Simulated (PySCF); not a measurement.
# C2H4BrClSi (SMILES C=C[SiH](Cl)Br) at 6 levels

Aim: a comparison of 6 runs (HF/STO-3G, HF/3-21G, B3LYP/6-31G*, PBE0/6-31G*, PBE0/def2-SVP) of C2H4BrClSi. Input form: a Python script.

The results are computed with PySCF 2.14.0.

**1. The molecule**

C2H4BrClSi: 9 atoms, total charge 0, spin state singlet. As SMILES, `C=C[SiH](Cl)Br`. Geometry: relaxed at PBE0-D4/def2-TZVP. This is one conformer, not always the lowest.

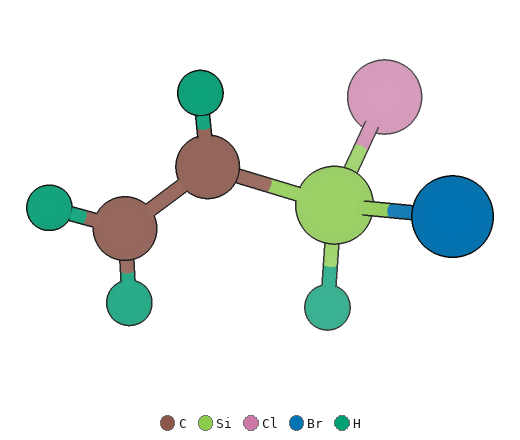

The structure, seen from a chosen angle (carbon brown, silicon green, chlorine pink, bromine blue, hydrogen teal).

**2. Energy and gradient at HF/STO-3G (run 1)**

calc.py

```python
import pyscf.grad
from pyscf import gto, scf

system = gto.Mole()
system.atom = '''
C       -1.391700      -0.751300      -0.197600
C       -0.613600       0.143200       0.405500
Si       1.133200       0.376100      -0.122700
Cl       1.450000       2.307800      -0.722900
Br       2.505300      -0.059600       1.560000
H       -1.028600      -1.367300      -1.015800
H       -2.424800      -0.909900       0.097400
H       -1.012400       0.740400       1.222100
H        1.471100      -0.525900      -1.243000
'''
system.max_memory = 1860
system.basis = 'sto-3g'
system.verbose = 4
system.charge = 0
system.build()

mf = scf.RHF(system)
mf.conv_tol = 1e-10
mf.kernel()
if not mf.converged:
    mf = mf.newton().run(mf.mo_coeff, mf.mo_occ)

e_final = mf.e_tot
print(f'total energy: {e_final:.8f} hartree')
grad = mf.Gradients().kernel()
dip = mf.dip_moment()
pop, q = mf.mulliken_pop()
```

Started as:

```sh
$ OMP_NUM_THREADS=1 python calc.py
```

The log of the run:

```text
PySCF version 2.14.0

[... 63 lines left out ...]
converged SCF energy = -3362.06077623309
total energy: -3362.06077623 hartree
[... 11 lines left out ...]
Dipole moment(X, Y, Z, Debye): -2.14941, -2.30881, -0.69057
[... 21 lines left out ...]
pop of  3 Cl 2s           1.99902
pop of  3 Cl 3s           1.98269
pop of  3 Cl 2px          1.99931
pop of  3 Cl 2py          1.99185
pop of  3 Cl 2pz          1.99874
pop of  3 Cl 3px          1.96157
pop of  3 Cl 3py          1.51498
pop of  3 Cl 3pz          1.92576
pop of  4 Br 1s           2.00000
pop of  4 Br 2s           1.99984
pop of  4 Br 3s           1.99960
pop of  4 Br 4s           1.96615
pop of  4 Br 2px          1.99992
pop of  4 Br 2py          1.99998
pop of  4 Br 2pz          1.99988
pop of  4 Br 3px          1.99544
pop of  4 Br 3py          1.99898
pop of  4 Br 3pz          1.99334
pop of  4 Br 4px          1.72688
pop of  4 Br 4py          1.93995
pop of  4 Br 4pz          1.59866
pop of  4 Br 3dxy         1.99993
pop of  4 Br 3dyz         1.99990
pop of  4 Br 3dz^2        1.99984
pop of  4 Br 3dxz         1.99944
pop of  4 Br 3dx2-y2      1.99990
pop of  5 H 1s            0.93604
pop of  6 H 1s            0.92558
pop of  7 H 1s            0.92742
pop of  8 H 1s            1.11357
 ** Mulliken atomic charges  **
charge of    0C =     -0.10638
charge of    1C =     -0.25174
charge of    2Si =      0.85227
charge of    3Cl =     -0.37389
charge of    4Br =     -0.21764
charge of    5H =      0.06396
charge of    6H =      0.07442
charge of    7H =      0.07258
charge of    8H =     -0.11357
```

Run time: 5.7 s. Hardware: 1 thread of Intel Xeon at 2.70GHz, shared host; peak memory 0.12 GiB.

**3. Energy and gradient at HF/3-21G (run 2)**

job.py

```python
import pyscf.grad
from pyscf import gto

mol = gto.M(
    atom='''
C   -1.391700  -0.751300  -0.197600
C   -0.613600   0.143200   0.405500
Si   1.133200   0.376100  -0.122700
Cl   1.450000   2.307800  -0.722900
Br   2.505300  -0.059600   1.560000
H   -1.028600  -1.367300  -1.015800
H   -2.424800  -0.909900   0.097400
H   -1.012400   0.740400   1.222100
H    1.471100  -0.525900  -1.243000
''',
    verbose=4,
    max_memory=1860,
    basis='3-21g',
)

mf = mol.RHF()
mf.conv_tol = 1e-10
mf.kernel()
if not mf.converged:
    mf = mf.newton().run(mf.mo_coeff, mf.mo_occ)

e_final = mf.e_tot
print(f'total energy: {e_final:.8f} hartree')
grad = mf.Gradients().kernel()
mf.analyze()
```

Started as:

```sh
$ OMP_NUM_THREADS=1 python job.py
```

The log of the run:

```text
PySCF version 2.14.0

[... 79 lines left out ...]
One-electron Energy =                -5643.639966335899771
[... 8 lines left out ...]
MO #4   energy= -64.7852415906771  occ= 2
[... 6 lines left out ...]
MO #11  energy= -9.78156081638808  occ= 2
[... 6 lines left out ...]
MO #18  energy= -6.20747572418205  occ= 2
[... 6 lines left out ...]
MO #25  energy= -3.07809796140557  occ= 2
[... 6 lines left out ...]
MO #32  energy= -0.656726521275694 occ= 2
[... 6 lines left out ...]
MO #39  energy= -0.427113113461749 occ= 2
[... 6 lines left out ...]
MO #46  energy= 0.234144036395592  occ= 0
[... 6 lines left out ...]
MO #53  energy= 0.550182293723821  occ= 0
[... 6 lines left out ...]
MO #60  energy= 0.908644150154295  occ= 0
[... 6 lines left out ...]
MO #67  energy= 1.14040737200735   occ= 0
[... 6 lines left out ...]
MO #74  energy= 1.96981294242538   occ= 0
[... 47 lines left out ...]
pop of  4 Br 2s           1.99991
pop of  4 Br 3s           1.99930
pop of  4 Br 4s           1.90310
pop of  4 Br 5s           0.00590
pop of  4 Br 2px          1.99998
pop of  4 Br 2py          1.99998
pop of  4 Br 2pz          1.99998
pop of  4 Br 3px          1.99981
pop of  4 Br 3py          1.99984
pop of  4 Br 3pz          1.99978
pop of  4 Br 4px          1.75831
pop of  4 Br 4py          1.91354
pop of  4 Br 4pz          1.65500
pop of  4 Br 5px          0.00148
pop of  4 Br 5py          0.00133
pop of  4 Br 5pz          0.00164
pop of  4 Br 3dxy         1.99988
pop of  4 Br 3dyz         1.99986
pop of  4 Br 3dz^2        1.99980
pop of  4 Br 3dxz         1.99966
pop of  4 Br 3dx2-y2      1.99991
pop of  5 H 1s            0.88554
pop of  5 H 2s            0.01075
pop of  6 H 1s            0.87334
pop of  6 H 2s            0.01175
pop of  7 H 1s            0.86668
pop of  7 H 2s            0.01080
pop of  8 H 1s            1.09309
pop of  8 H 2s            0.00324
 ** Mulliken atomic charges  **
charge of    0C =     -0.13502
charge of    1C =     -0.37084
charge of    2Si =      0.81259
charge of    3Cl =     -0.31354
charge of    4Br =     -0.23799
charge of    5H =      0.10371
charge of    6H =      0.11491
charge of    7H =      0.12252
charge of    8H =     -0.09633
Dipole moment(X, Y, Z, Debye): -2.85549, -2.41695, -0.60050
```

Run time: 5.7 s. Hardware: 1 thread of Intel Xeon at 2.70GHz, shared host; peak memory 0.15 GiB.

Runs 3 to 5 aren't shown in full; the table further down has their settings and results.

**4. Energy and gradient at PBE0/def2-SVP (run 6)**

calc.py

```python
import pyscf.grad
from pyscf import gto, dft

molecule = gto.Mole()
molecule.atom = [
    ('C', (-1.391700, -0.751300, -0.197600)),
    ('C', (-0.613600, 0.143200, 0.405500)),
    ('Si', (1.133200, 0.376100, -0.122700)),
    ('Cl', (1.450000, 2.307800, -0.722900)),
    ('Br', (2.505300, -0.059600, 1.560000)),
    ('H', (-1.028600, -1.367300, -1.015800)),
    ('H', (-2.424800, -0.909900, 0.097400)),
    ('H', (-1.012400, 0.740400, 1.222100)),
    ('H', (1.471100, -0.525900, -1.243000)),
]
molecule.max_memory = 1860
molecule.basis = 'def2-svp'
molecule.verbose = 3
molecule.charge = 0
molecule.build()

mf = dft.RKS(molecule)
mf.xc = 'pbe0'
mf.conv_tol = 1e-10
mf.grids.level = 5
mf.kernel()
if not mf.converged:
    mf = mf.newton().run(mf.mo_coeff, mf.mo_occ)

energy = mf.e_tot
print('E(%s) = %.9f' % ('PBE0', energy))
grad = mf.Gradients().kernel()
dip = mf.dip_moment()
pop, q = mf.mulliken_pop()
```

Started as:

```sh
$ OMP_NUM_THREADS=1 python calc.py
```

The log of the run:

```text
converged SCF energy = -3401.27316066094
[... 9 lines left out ...]
Dipole moment(X, Y, Z, Debye): -1.94972, -1.12337, -0.43704
[... 87 lines left out ...]
pop of  4 Br 4dxy         0.34849
pop of  4 Br 4dyz         0.34870
pop of  4 Br 4dz^2        0.34902
pop of  4 Br 4dxz         0.34918
pop of  4 Br 4dx2-y2      0.34851
pop of  4 Br 5dxy         0.01451
pop of  4 Br 5dyz         0.01617
pop of  4 Br 5dz^2        0.01801
pop of  4 Br 5dxz         0.02284
pop of  4 Br 5dx2-y2      0.01522
pop of  5 H 1s            0.74124
pop of  5 H 2s            0.16984
pop of  5 H 2px           0.00564
pop of  5 H 2py           0.00804
pop of  5 H 2pz           0.01090
pop of  6 H 1s            0.73973
pop of  6 H 2s            0.16676
pop of  6 H 2px           0.01472
pop of  6 H 2py           0.00448
pop of  6 H 2pz           0.00519
pop of  7 H 1s            0.73515
pop of  7 H 2s            0.16649
pop of  7 H 2px           0.00593
pop of  7 H 2py           0.00785
pop of  7 H 2pz           0.01086
pop of  8 H 1s            0.73554
pop of  8 H 2s            0.30576
pop of  8 H 2px           0.00116
pop of  8 H 2py           0.00372
pop of  8 H 2pz           0.00543
 ** Mulliken atomic charges  **
charge of    0C =     -0.04662
charge of    1C =     -0.26669
charge of    2Si =      0.64152
charge of    3Cl =     -0.23582
charge of    4Br =     -0.24797
charge of    5H =      0.06435
charge of    6H =      0.06912
charge of    7H =      0.07373
charge of    8H =     -0.05161
```

It took 67 s on 1 thread of Intel Xeon at 2.70GHz, shared host; peak memory 1.2 GiB.

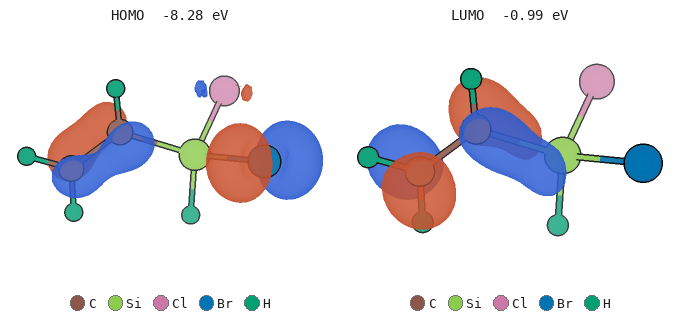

Frontier orbitals of this run, surfaces at ±0.2 Å^-3/2.

**5. All runs side by side**

| run | level | integration grid | Cartesian functions | energy (Eh) | dipole moment (D) | HOMO energy (eV) | LUMO energy (eV) | wall time |
| --- | --- | --- | --- | --- | --- | --- | --- | --- |
| 1 | HF/STO-3G | – | no | -3362.060776 | 3.23 | -8.85 | 6.81 | 5.7 s |
| 2 | HF/3-21G | – | no | -3382.435335 | 3.79 | -11.11 | 2.70 | 5.7 s |
| 3 | B3LYP/6-31G* (spherical functions) | 5 | no | -3402.254573 | 2.66 | -7.98 | -1.06 | 80 s |
| 4 | PBE0/6-31G* (spherical functions) | 5 | no | -3401.529062 | 2.73 | -8.29 | -0.93 | 74 s |
| 5 | B3LYP/6-31G* (Cartesian functions) | 5 | yes | -3402.269598 | 2.65 | -7.98 | -1.06 | 74 s |
| 6 | PBE0/def2-SVP | 5 | no | -3401.273161 | 2.29 | -8.28 | -0.99 | 67 s |

**6. What came out**

| quantity | value |
| --- | --- |
| run 6: total energy | -3401.27316 Eh |
| run 6: dipole moment | 2.29 D |
| run 6: HOMO energy | -8.28 eV |
| run 6: LUMO energy | -0.99 eV |
| run 6: HOMO–LUMO gap | 7.29 eV |
| run 6: largest force on an atom | 0.355 eV/Å |

In words: The dipole moment (its size) runs from 2.29 D (PBE0/def2-SVP) to 3.79 D (HF/3-21G). The two ends differ in method and basis. The HOMO–LUMO gap runs from 6.92 eV (B3LYP/6-31G*) to 15.67 eV (HF/STO-3G). Totals of different functionals can't be ranked against each other. In run 1 the basis is minimal, so the values are rough. All runs together took 5.1 min, the longest 80 s.
